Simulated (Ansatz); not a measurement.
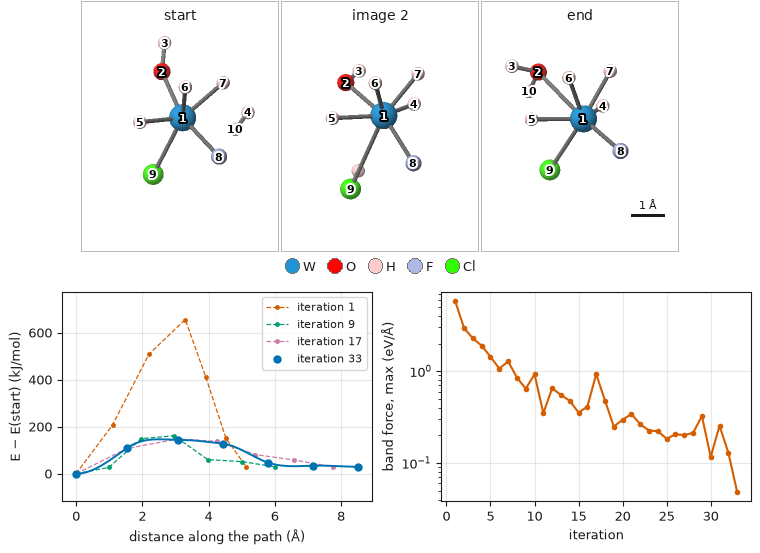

A nudged-elastic-band calculation for WH$_{6}$OClF, made up at the start of WH₄OClF and H₂. Images are numbered from 0 (start) to 6 (end). The plot follows the band through its iterations. A ball-and-stick model, seen from a free direction.

All numbers below come from RKS PBE/def2-SVP in Ansatz 0.2.0. Set-up: 5 movable images; climbing image; force threshold 0.05 eV/Å; iteration limit 60; starting path through a guess of the saddle point.

Question: Did the band converge, and can the barrier be trusted?

Answer: The result is final at these settings. The band converged in 33 iterations. The largest component of the band force went from 5.8 to 0.048 eV/Å. The climbing image converged on the top of the path. Its vibrational analysis gives one imaginary mode (170i cm⁻¹), as a transition state must have. The first iteration put the highest image at 656.2 kJ/mol. Forward barrier 144.5 kJ/mol, backward barrier 115.4 kJ/mol, with image 2 at the top; the reaction energy is +29.2 kJ/mol.

Limits of the set-up: the start holds two separate molecules, 2.3 Å apart at their closest, whose relative position is a soft coordinate and is computed without a dispersion correction.
